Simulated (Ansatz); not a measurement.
These are PBE (plane waves to 420 eV, PAW; Ansatz, a program for electronic structure) values and carry that method's errors.

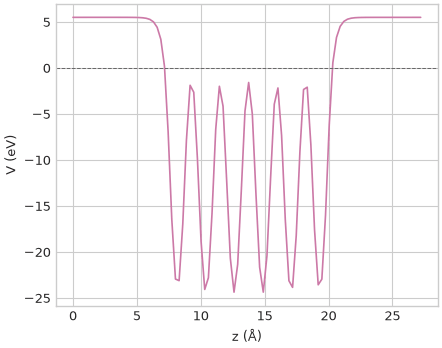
Fig. 1. Plane-averaged electrostatic potential energy along the normal, in eV from the Fermi level, for a constructed model of the (111) surface of fcc Ir, (√3x√3)R30° surface alloy, Pt on one Ir site of the top plane (bottom of the slab: a bare face, its two planes held)

Model: 18-atom slab, 11.2 Å thick at the start with caps and adatoms (thin: gaps and levels are the slab's own), 9x9x1 mesh, Fermi-Dirac 0.1 eV, dipole correction, 6 atoms held, the rest relaxed; start symmetry kept, larger cells not searched; no spin, no spin-orbit, no U. It is one candidate, not shown to be the stable structure of the face.

The vacuum level lies 5.51 eV above the Fermi level over the top face and 5.51 eV above it under the bottom face.
